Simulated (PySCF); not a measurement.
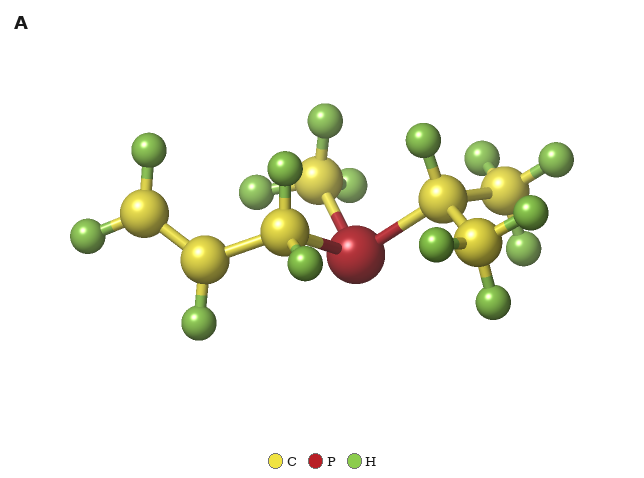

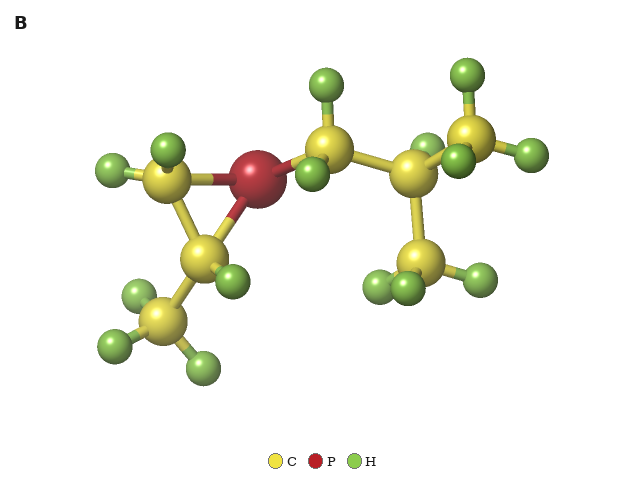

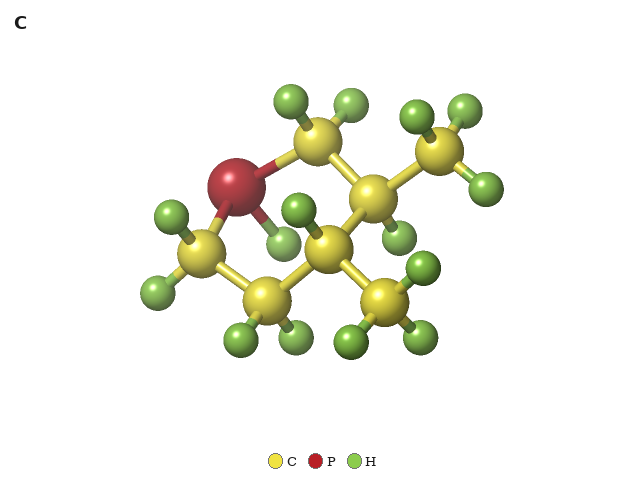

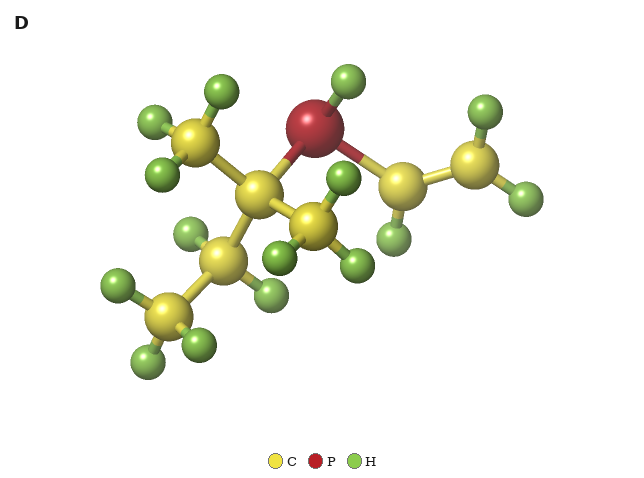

4 stationary structures of one formula. Geometries: GFN2-xTB. Electronic energies: PBE0/pcSseg-1 (PySCF 2.14.0), without zero-point energy. No frequency run is at hand to confirm each as a minimum. Each is one conformer, not always the lowest.

Are they conformers, stereoisomers or constitutional isomers?

They are constitutional isomers of C7H15P: A `C=CCP(C)C(C)C`, B `CC(C)CP1C[C@H]1C`, C `C[C@@H]1CCPC[C@H]1C`, D `C=CPC(C)(C)CC`.

Which structure is the most stable?

C is lowest; B lies 0.704 eV above it, A lies 0.911 eV above it, D lies 1.179 eV above it.

The geometry is semi-empirical. Around P such bond lengths and angles can be off by a tenth of an ångström or more and by several degrees, and values that hang on the shape move with them.
